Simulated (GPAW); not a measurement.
# Be K-edge XANES of BeNi (Pm-3m), part 2 of 2

What does one-electron theory with a core hole give for the Be K edge of BeNi (Pm-3m)?

GPAW 26.7.0; X-ray absorption from dipole matrix elements to empty bands, plane-wave PAW LDA.

So far. Step 2 (The field without a hole): The mesh shows no gap, so the system is treated as a metal and the core electron is put at the Fermi level (neutral cell). Step 3 (Spectrum without a core hole, Be atom 2): Main maxima below 24 eV (height): 0.9 eV (0.73), 2.7 eV (0.67), 6.7 eV (1.35), 10.9 eV (2.35) and 19.3 eV (1.06). A K edge sees empty p states on the absorber.

## (5) Spectrum with XCH, Be atom 2

The holes are 7.3 Å apart. In GPAW the data set carries the hole's charge, so charge=0 means a charged cell and charge=-1 a neutral one. The excited electron is kept in the cell, where it fills the lowest empty states and screens the hole. After the field has converged, empty bands are computed with the density fixed and the dipole matrix elements are summed.

The input, xas.py:

```python
import numpy as np
from ase import Atoms
from ase.parallel import parprint, paropen
from gpaw import GPAW, PW, FermiDirac, Mixer, MixerDif, setup_paths
from gpaw.test import gen
setup_paths.insert(0, '.')
gen('Be', name='fch1s', xcname='LDA', corehole=(1, 0, 1), write_xml=True)
from gpaw.mpi import world
world.barrier()

atoms = Atoms('Ni16Be16',
    cell=[[5.17399918, 0, 5.17399918],
     [0, 5.17399918, 5.17399918],
     [-5.17399918, 0, 5.17399918]],
    scaled_positions=[[0.125, 0.25, 0.875],
     [0.375, 0.25, 0.125],
     [0.125, 0.25, 0.375],
     [0.625, 0.25, 0.375],
     [0.125, 0.75, 0.875],
     [0.625, 0.25, 0.875],
     [0.375, 0.25, 0.625],
     [0.875, 0.25, 0.625],
     [0.375, 0.75, 0.125],
     [0.875, 0.25, 0.125],
     [0.125, 0.75, 0.375],
     [0.625, 0.75, 0.375],
     [0.625, 0.75, 0.875],
     [0.375, 0.75, 0.625],
     [0.875, 0.75, 0.625],
     [0.875, 0.75, 0.125],
     [0, 0, 0],
     [0.25, 0, 0.25],
     [0, 0, 0.5],
     [0.5, 0, 0.5],
     [0, 0.5, 0],
     [0.5, 0, 0],
     [0.25, 0, 0.75],
     [0.75, 0, 0.75],
     [0.25, 0.5, 0.25],
     [0.75, 0, 0.25],
     [0, 0.5, 0.5],
     [0.5, 0.5, 0.5],
     [0.5, 0.5, 0],
     [0.25, 0.5, 0.75],
     [0.75, 0.5, 0.75],
     [0.75, 0.5, 0.25]],
    magmoms=[2.0, 2.0, 2.0, 2.0, 2.0, 2.0, 2.0, 2.0, 2.0, 2.0, 2.0, 2.0, 2.0, 2.0, 2.0, 2.0, 0.0, 0.0, 0.0, 0.0, 0.0, 0.0, 0.0, 0.0, 0.0, 0.0, 0.0, 0.0, 0.0, 0.0, 0.0, 0.0],
    pbc=True)
atoms.calc = calc = GPAW(legacy_gpaw=True, mode=PW(430), xc='LDA', setups={16: 'fch1s'},
    kpts={'size': (3, 3, 3), 'gamma': True}, occupations=FermiDirac(0.1),
    charge=-1, mixer=MixerDif(0.05, 8, 50), maxiter=150,
    convergence={'density': 0.0001}, txt='scf.txt')
energy = atoms.get_potential_energy() + calc.get_reference_energy()
ef = calc.get_fermi_level()
out = dict(energy=energy, fermi=ef, forces=atoms.get_forces().tolist(), magmoms=atoms.get_magnetic_moments().tolist())
parprint(f'all-electron energy {energy:.4f} eV, Fermi level {ef:.4f} eV')
ev = np.array([[calc.get_eigenvalues(k, s) for k in range(len(calc.get_ibz_k_points()))] for s in range(calc.get_number_of_spins())])
out['homo'], out['lumo'], out['counts'] = ev[ev < ef].max(), ev[ev > ef].min(), sorted(set((ev < ef).sum((0, 2)).tolist()))
out['filled'] = (ev[:, 0] < ef).sum(1).tolist()

from ase.units import Ha
from gpaw.xas import dipole_matrix_elements
nb = int(calc.get_number_of_electrons() / 2) + 247
top, nb = nb, nb + 8 + nb // 12
nscf = calc.fixed_density(kpts={'size': (4, 4, 4), 'gamma': True}, nbands=nb,
    convergence={'bands': top, 'eigenstates': 1e-5}, maxiter=60, txt='nscf.txt')
cell = atoms.cell.array
ops = [cell.T @ U.T @ np.linalg.inv(cell.T) for U in nscf.wfs.kd.symmetry.op_scc]
E = np.arange(-6, 34, 0.1)
fwhm = np.interp(E, [4, 25], [0.9, 3.5])
Y, X, zero, highest = 0, 0, 1e9, 1e9
for spin in range(nscf.get_number_of_spins()):
    wfs = nscf.wfs
    A = dipole_matrix_elements(wfs.setups[16])
    eps = np.zeros((wfs.kd.nibzkpts, nb))
    d = np.zeros((3, A.shape[1], wfs.kd.nibzkpts, nb), complex)
    for kpt in wfs.kpt_u:
        if kpt.s == spin and 16 in kpt.P_ani:
            eps[kpt.k] = kpt.eps_n * Ha
            d[:, :, kpt.k] = (kpt.weight * wfs.nspins / 2) ** 0.5 * np.inner(A, kpt.P_ani[16])
    world.sum(eps)
    world.sum(d)
    T = np.einsum('amkn,bmkn->abkn', d, d.conj()).real
    T = sum(np.einsum('ai,ijkn,bj->abkn', R, T, R) for R in ops) / len(ops)
    empty = eps > ef
    zero, highest = min(zero, eps[empty].min()), min(highest, eps[:, top - 1].min())
    lines = [(eps, T, empty)] if spin == 0 else lines + [(eps, T, empty)]
for eps, T, empty in lines:
    f = np.einsum('aakn->akn', T).reshape(3, -1)
    x = eps.ravel() - zero
    w = np.interp(x, E, fwhm) / 2.35482
    g = np.exp(-0.5 * ((E[:, None] - x) / w) ** 2) / (w * (2 * np.pi) ** 0.5)
    Y = Y + (f * empty.ravel()) @ g.T
    X = X + (f * ~empty.ravel()) @ g.T
out.update(E=E.round(2).tolist(), xas=Y.tolist(), xes=X.tolist(), zero=zero, valid=highest - zero, nk=len(eps), nb=nb)
for i in range(0, len(E), 10):
    parprint(f'{E[i]:7.2f}', *(f'{v:10.3e}' for v in Y[:, i]))
import json
with paropen('out.json', 'w') as f:
    json.dump(out, f)
```

Command:

```sh
OMP_NUM_THREADS=1 mpirun -n 4 gpaw python xas.py
```

Numbers of over 12 decimals in the logs are rounded to 6 here.

The log of the run:

```text
Input parameters:
  charge: -1
  convergence: {density: 0.0001}
  kpts: {gamma: True,
         size: (3, 3, 3)}
  maxiter: 150
  mixer: {backend: pulay,
          beta: 0.05,
          method: difference,
          nmaxold: 8,
          weight: 50}
  mode: {ecut: 430.0,
         name: pw}
  occupations: {fixmagmom: False,
                name: fermi-dirac,
                width: 0.1}
  setups: {16: fch1s}

Initialize ...

[... PAW data sets ...]

Reference energy: -666973.818280  # eV

Spin-polarized calculation.
Initial magnetic moment: 32.000000

[... convergence settings ...]
Symmetries present (total): 48
  [... symmetry matrices ...]

27 k-points: 3 x 3 x 3 Monkhorst-Pack grid
4 k-points in the irreducible part of the Brillouin zone
       k-points in crystal coordinates                weights
   0:     0.00000000    0.00000000    0.00000000          1/27
   1:     0.33333333    0.33333333   -0.33333333         12/27
   2:     0.33333333    0.33333333    0.00000000          8/27
   3:     0.33333333    0.33333333    0.33333333          6/27

Wave functions: Plane wave expansion
  Cutoff energy: 430.000 eV
  Number of coefficients (min, max): 5594, 5618
  Pulay-stress correction: 0.000000 eV/Ang^3 (de/decut=0.000000)
  Using FFTW library
  Wavefunction extrapolation:
    Improved wavefunction reuse through dual PAW basis

Occupation numbers: Fermi-Dirac:
  width: 0.1000  # eV

Eigensolver
   Davidson(niter=2)

Densities:
  Coarse grid: 35*35*35 grid
  Fine grid: 70*70*70 grid
  Total Charge: 0.000000

Density mixing:
  Method: difference
  Backend: pulay
  Linear mixing parameter: 0.05
  old densities: 8
  Width of damping distribution: 1.1
  Damping of long wavelength oscillations: 50

[... Hamiltonian set-up ...]
Number of atoms: 32
Number of atomic orbitals: 256
Number of bands in calculation: 197
Number of valence electrons: 289
Bands to converge: occupied

... initialized

Initializing position-dependent things.

Density initialized from atomic densities
Creating initial wave functions:
  197 bands from LCAO basis set

                Ni    Ni

                  Be
          Ni    Ni    Ni     Ni
              Ni     Ni
            Be    Be     Be
                Ni    Ni
                 Be
        Ni  BeNi  Be Ni  BeNi

          Be     Be    Be
              Ni     Ni
                  Be
          Be     Be    Be

                 Be

Atomic positions and initial magnetic moments

Positions:
   0 Ni    -3.880499    1.293500    6.467499    ( 0.0000,  0.0000,  2.0000)
   1 Ni     1.293500    1.293500    3.880499    ( 0.0000,  0.0000,  2.0000)
   2 Ni    -1.293500    1.293500    3.880499    ( 0.0000,  0.0000,  2.0000)
   3 Ni     1.293500    1.293500    6.467499    ( 0.0000,  0.0000,  2.0000)
   4 Ni    -3.880499    3.880499    9.054499    ( 0.0000,  0.0000,  2.0000)
   5 Ni    -1.293500    1.293500    9.054499    ( 0.0000,  0.0000,  2.0000)
   6 Ni    -1.293500    1.293500    6.467499    ( 0.0000,  0.0000,  2.0000)
[...]
29 Be    -2.587000    2.587000    7.760999    ( 0.0000,  0.0000,  0.0000)
  30 Be     0.000000    2.587000   10.347998    ( 0.0000,  0.0000,  0.0000)
  31 Be     2.587000    2.587000    7.760999    ( 0.0000,  0.0000,  0.0000)

Unit cell:
           periodic     x           y           z      points  spacing
  1. axis:    yes    5.173999    0.000000    5.173999    35     0.1707
  2. axis:    yes    0.000000    5.173999    5.173999    35     0.1478
  3. axis:    yes   -5.173999    0.000000    5.173999    35     0.1707

  Lengths:   7.317140   7.317140   7.317140
  Angles:   60.000000  90.000000  60.000000

Effective grid spacing dv^(1/3) = 0.1863

iter:   1  -231.876648                   +32.1167
iter:   2  -233.546834   -0.52  -1.61    +16.2405
iter:   3  -234.559362   -1.33  -1.67    +4.7518
iter:   4  -234.741017   -1.53  -1.74    +3.4311
[...]
iter:  17  -235.096664c  -8.02c -5.10c   -0.2167

Converged after 17 iterations.

Dipole moment: (0.000000, 0.000000, 0.000000) |e|*Ang

Total magnetic moment: (0.000000, 0.000000, -0.216712)
Local magnetic moments:
   0 Ni ( 0.000000,  0.000000, -0.001548)
   1 Ni ( 0.000000,  0.000000, -0.004840)
   2 Ni ( 0.000000,  0.000000, -0.004840)
   3 Ni ( 0.000000,  0.000000, -0.004840)
   4 Ni ( 0.000000,  0.000000, -0.001548)
   5 Ni ( 0.000000,  0.000000, -0.001548)
   6 Ni ( 0.000000,  0.000000, -0.004840)
[...]
13 Ni ( 0.000000,  0.000000, -0.004840)
  14 Ni ( 0.000000,  0.000000, -0.004840)
  15 Ni ( 0.000000,  0.000000, -0.001548)
  16 Be ( 0.000000,  0.000000, -0.120541)
  17 Be ( 0.000000,  0.000000,  0.001356)
  18 Be ( 0.000000,  0.000000,  0.000220)
  19 Be ( 0.000000,  0.000000, -0.000106)
  20 Be ( 0.000000,  0.000000,  0.000220)
  21 Be ( 0.000000,  0.000000,  0.000220)
  22 Be ( 0.000000,  0.000000,  0.001356)
[...]
29 Be ( 0.000000,  0.000000, -0.000485)
  30 Be ( 0.000000,  0.000000,  0.001356)
  31 Be ( 0.000000,  0.000000, -0.000485)

Energy contributions relative to reference atoms: (reference = -666973.818280)

Kinetic:       +144.150408
Potential:      -88.731184
External:        +0.000000
XC:            -290.681382
Entropy (-ST):   -0.580646
Local:           +0.455816
SIC:             +0.000000
--------------------------
Free energy:   -235.386987
Extrapolated:  -235.096664

Spin contamination: 0.390059 electrons
Showing only first 2 kpts
                      Up                     Down
 Kpt  Band  Eigenvalues  Occupancy  Eigenvalues  Occupancy
  0   142      7.91945    0.99922      7.91172    0.99928
  0   143      7.91945    0.99922      7.91172    0.99928
  0   144      7.96173    0.99882      7.95393    0.99891
  0   145      7.96174    0.99882      7.95393    0.99891

  1   142      8.61194    0.55889      8.58135    0.63243
  1   143      8.69241    0.36169      8.67150    0.41122
  1   144      8.77347    0.20124      8.76094    0.22214
  1   145      8.80211    0.15909      8.79826    0.16432

Fermi level: 8.63561

No gap
No difference between direct/indirect transitions

Forces in eV/Ang:
  0 Ni   -0.34038   -0.34038   -0.34038
  1 Ni    0.01309    0.01309   -0.01309
  2 Ni   -0.01309    0.01309   -0.01309
  3 Ni    0.01309    0.01309    0.01309
  4 Ni   -0.34038    0.34038    0.34038
  5 Ni    0.34038   -0.34038    0.34038
  6 Ni   -0.01309    0.01309    0.01309
[...]
29 Be    0.00000    0.00000    0.00000
 30 Be    0.00000    0.04013    0.00000
 31 Be   -0.00000   -0.00000   -0.00000
Scalar-relativistic atomic LDA calculation for Be (Beryllium, Z=4)
Core hole in 1s state (1s occupation: 1.0)
300 radial gridpoints.
|------------------------------------------------|
|------------------------------------------------|
[... the atom generator's iteration count ...]

Energy contributions:
-------------------------
Kinetic:       +9.701966
XC:            -1.472815
Potential:    -18.021290
-------------------------
Total:         -9.792139

state      eigenvalue         ekin         rmax
-----------------------------------------------
1s^1.0 :    -5.492520     7.494738        0.256
2s^2.0 :    -0.657310     1.103614        1.598
2p^0.0 :    -0.520184     1.009887        1.393
-----------------------------------------------
(units: Bohr and Hartree)

Generating PAW setup
Kinetic energy of the core from tauc = 7.496378
Cutoffs:
rc(s)=1.500
rc(p)=1.500
rc(d)=1.500
rc(vbar)=1.350
rc(comp)=1.500
rc(nct)=1.500

Kinetic energy of the core states: 7.494738
Charge: 1.0
Core electrons: 1.0
Valence electrons: 2.0
Pseudo-core charge: 0.042972
Shape function alpha=4.444
Pseudo-electron charge 2.094167
state    eigenvalue         norm
--------------------------------
2s(2) :    -0.657310     1.025597
*s    :     0.342690
2p(0) :    -0.520184     0.946535
*p    :     0.479816
*d    :     0.000000
--------------------------------

Diagonalizing with gridspacing h=0.050

state   all-electron     PAW
-------------------------------
2s:      -0.657310    -0.657497
2p:      -0.520184    -0.520683
*d:                   -0.085123
*f:                   -0.016603
-------------------------------
all-electron energy -667208.9149 eV, Fermi level 8.6356 eV
  -6.00  1.556e-58  1.556e-58  1.556e-58
  -5.00  3.964e-42  3.964e-42  3.964e-42
  -4.00  1.151e-28  1.151e-28  1.151e-28
  -3.00  3.960e-18  3.960e-18  3.960e-18
  -2.00  1.699e-10  1.699e-10  1.699e-10
  -1.00  9.794e-06  9.794e-06  9.794e-06
  -0.00  1.081e-03  1.081e-03  1.081e-03
[...]
31.00  1.453e-03  1.453e-03  1.453e-03
  32.00  1.516e-03  1.516e-03  1.516e-03
  33.00  1.488e-03  1.488e-03  1.488e-03
```

It took 12 min on 4 MPI ranks of Arm Neoverse V2, shared host; peak memory 1.1 GiB; 46 min of CPU time.

The Be K spectrum, Be atom 2, excited-electron core hole (neutral cell) (energy from the lowest empty level; intensity scaled to a mean of 1 over the first 20 eV):

```
E (eV)  intensity
  -2.0       0.00
  -0.5       0.10
   1.0       0.74
   2.5       0.82
   4.0       0.76
   5.5       2.58
   7.0       1.72
   8.5       1.46
  10.0       1.42
  11.5       0.65
  13.0       0.32
  14.5       0.53
  16.0       0.61
  17.5       0.83
  19.0       0.86
  20.5       0.73
  22.0       0.57
  23.5       0.53
  25.0       0.53
  26.5       0.53
  28.0       0.55
  29.5       0.61
  31.0       0.68
```

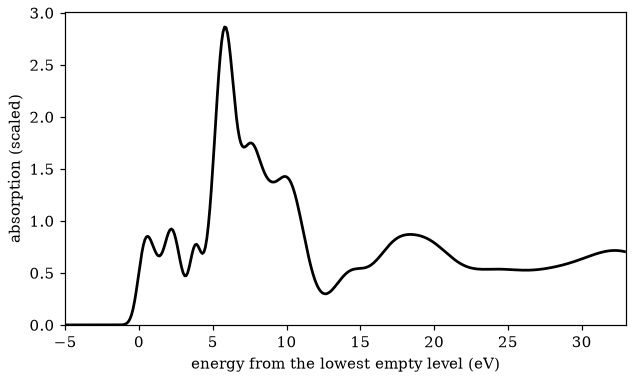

The Be K edge, Be atom 2, excited-electron core hole (neutral cell): main maxima at 2.2, 5.8 and 18.4 eV.

Main maxima below 24 eV (height): 0.6 eV (0.85), 2.2 eV (0.92), 3.9 eV (0.78), 5.8 eV (2.86) and 18.4 eV (0.87). 

The total-energy difference is 109.30 eV.

## (6) Spectrum with HCH, Be atom 2

The holes are 7.3 Å apart. The data set carries half a charge, which charge=0 leaves uncompensated but for the background. Half a hole is Slater's transition state, a compromise that weakens the attraction. After the field has converged, empty bands are computed with the density fixed and the dipole matrix elements are summed.

Changed against the first core-hole run: core hole from full to half.

xas.py: that of step 5 with these lines changed.

```diff
@@ -6,3 +6,3 @@
 setup_paths.insert(0, '.')
-gen('Be', name='fch1s', xcname='LDA', corehole=(1, 0, 1), write_xml=True)
+gen('Be', name='hch1s', xcname='LDA', corehole=(1, 0, 0.5), write_xml=True)
 from gpaw.mpi import world
@@ -48,5 +48,5 @@
     pbc=True)
-atoms.calc = calc = GPAW(legacy_gpaw=True, mode=PW(430), xc='LDA', setups={16: 'fch1s'},
+atoms.calc = calc = GPAW(legacy_gpaw=True, mode=PW(430), xc='LDA', setups={16: 'hch1s'},
     kpts={'size': (3, 3, 3), 'gamma': True}, occupations=FermiDirac(0.1),
-    charge=-1, mixer=MixerDif(0.05, 8, 50), maxiter=150,
+    charge=0, mixer=MixerDif(0.05, 8, 50), maxiter=150,
     convergence={'density': 0.0001}, txt='scf.txt')
```

The log of the run:

```text
Input parameters:
  convergence: {density: 0.0001}
  kpts: {gamma: True,
         size: (3, 3, 3)}
  maxiter: 150
  mixer: {backend: pulay,
          beta: 0.05,
          method: difference,
          nmaxold: 8,
          weight: 50}
  mode: {ecut: 430.0,
         name: pw}
  occupations: {fixmagmom: False,
                name: fermi-dirac,
                width: 0.1}
  setups: {16: hch1s}

Initialize ...

[...]
2s:      -0.409670    -0.409791
2p:      -0.266501    -0.266765
*d:                   -0.011631
*f:                    0.030274
-------------------------------
all-electron energy -667270.3322 eV, Fermi level 8.5761 eV
  -6.00  1.426e-58  1.426e-58  1.426e-58
  -5.00  3.624e-42  3.624e-42  3.624e-42
  -4.00  1.009e-28  1.009e-28  1.009e-28
  -3.00  3.191e-18  3.191e-18  3.191e-18
[...]
32.00  1.777e-03  1.777e-03  1.777e-03
  33.00  1.830e-03  1.830e-03  1.830e-03
[key lines of the parts left out:]
Converged after 16 iterations.
Dipole moment: (-0.000000, 0.000000, 0.000000) |e|*Ang
Free energy:   -227.863030
Fermi level: 8.57608
```

Run time: 11 min. Hardware: 4 MPI ranks; peak memory 1.1 GiB.

```
E (eV)  first run  this run
  -2.0       0.00      0.00
  -1.0       0.00      0.00
   0.0       0.51      0.34
   1.0       0.74      0.66
   2.0       0.89      0.63
   3.0       0.50      0.45
   4.0       0.76      0.54
   5.0       1.50      0.63
   6.0       2.80      1.83
   7.0       1.72      1.71
   8.0       1.66      1.93
   9.0       1.37      1.79
  10.0       1.42      1.83
  11.0       0.99      1.66
  12.0       0.40      0.79
  13.0       0.32      0.40
  14.0       0.49      0.52
  15.0       0.54      0.62
  16.0       0.61      0.66
  17.0       0.77      0.79
  18.0       0.86      0.91
  19.0       0.86      0.94
  20.0       0.79      0.91
  21.0       0.67      0.83
  22.0       0.57      0.73
  23.0       0.54      0.65
  24.0       0.54      0.62
  25.0       0.53      0.60
  26.0       0.53      0.58
  27.0       0.53      0.56
  28.0       0.55      0.58
  29.0       0.59      0.61
  30.0       0.63      0.66
  31.0       0.68      0.73
  32.0       0.71      0.79
```

Against the first run the r.m.s. difference is 34 %. The highest intensity below 16 eV goes from 5.8 eV (2.86) to 6.4 eV (2.04).

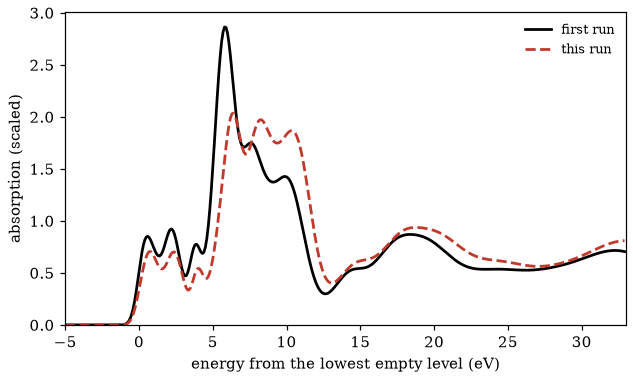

The effect of the change (core hole from full to half).

## (7) What the core hole does

Both curves are counted from their own zero, so only the shift of weight within the empty states shows.

```
E (eV)  no hole   XCH
  -2.0     0.00  0.00
  -1.0     0.00  0.00
   0.0     0.21  0.51
   1.0     0.71  0.74
   2.0     0.40  0.89
   3.0     0.61  0.50
   4.0     0.20  0.76
   5.0     0.42  1.50
   6.0     1.04  2.80
   7.0     1.30  1.72
   8.0     1.31  1.66
   9.0     1.79  1.37
  10.0     2.07  1.42
  11.0     2.34  0.99
  12.0     1.53  0.40
  13.0     0.69  0.32
  14.0     0.57  0.49
  15.0     0.68  0.54
  16.0     0.78  0.61
  17.0     0.87  0.77
  18.0     0.99  0.86
  19.0     1.06  0.86
  20.0     1.04  0.79
  21.0     0.97  0.67
  22.0     0.90  0.57
  23.0     0.86  0.54
  24.0     0.82  0.54
  25.0     0.74  0.53
  26.0     0.66  0.53
  27.0     0.62  0.53
  28.0     0.61  0.55
  29.0     0.63  0.59
  30.0     0.70  0.63
  31.0     0.80  0.68
  32.0     0.88  0.71
```

With each curve scaled to its own mean, the area from −2 to 6 eV with the hole is 6.4 against 3.0, and the centre of weight from −1 to 20 eV moves by -1.8 eV: the hole pulls the absorber's empty states down.

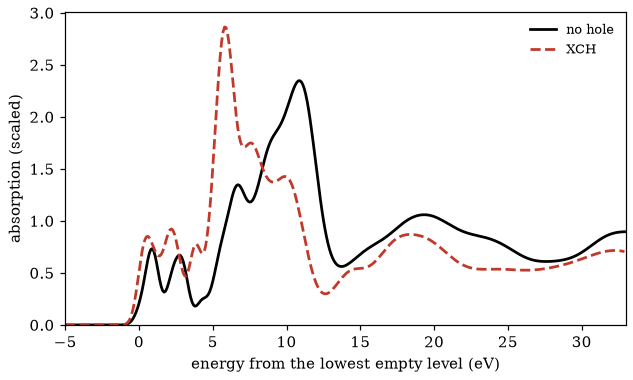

The Be K edge with and without the core hole, each from its own zero; the highest intensity below 16 eV lies at 5.8 eV with the hole.

## (8) Results

```yaml
absorber_and_edge: Be K, atom 2 of the ground-state input (counted from 1)
surroundings: 8 Ni at 2.24 Å and 6 Be at 2.59 Å (cube and octahedron, as in bcc, site symmetry m-3m)
highest_intensity_below_16_ev: 5.8 eV above the zero, height 2.86
photon_energy_of_the_zero_spin_polarised_hole_raw: 109.3 eV (LDA puts this hole about 2 eV below PBE, itself good to a few eV)
```

The Be K edge of atom 2, with 8 Ni at 2.24 Å and 6 Be at 2.59 Å (cube and octahedron, as in bcc, site symmetry m-3m), has its highest intensity of the first 16 eV at 5.8 eV above the zero, near 115 eV in photon energy (LDA puts this hole about 2 eV below PBE, itself good to a few eV), 2.9 times the mean level of the first 20 eV (Gaussian full width 0.9 eV up to 4 eV, rising linearly to 3.5 eV at 25 eV). With each curve scaled to its own mean, the area from −2 to 6 eV with the hole is 6.4 against 3.0, and the centre of weight from −1 to 20 eV moves by -1.8 eV: the hole pulls the absorber's empty states down. Changing the core hole from full to half alters the shape by 34 % r.m.s., so the choice matters here. The hole lies in one spin channel, while the script sums the empty states of both and takes the lower zero; where the two channels are split, this blurs and shifts the curve. The starting moments shrank to 0.00 μB or less, so this is hardly a magnetic state. The mesh is coarse (0.30 Å⁻¹ between points), so small maxima may be mesh ripples. The structure is a computed Materials Project entry and may be a hypothetical form.

[Banner, clock and machine lines of the logs are left out without a mark of their own.]

[Logs are printed without paths, hosts, clocks, repeated set-up lines and the standing remarks that a program may print on its own settings, such as how far it seeks lower states.]

[Hosts, paths, dates, database ids (printed as entryN), source tags and the programs' standing remarks are cut or masked in the printed files.]

[Lists of maxima count a maximum above −3 eV only where it reaches 4 % of the highest in the window and stands out from its surroundings by 2 % of it (1.5 % where it reaches 55 %); shoulders and weaker maxima are passed over, and of the rest the first, up to two pre-edge ones and the few strongest are named.]
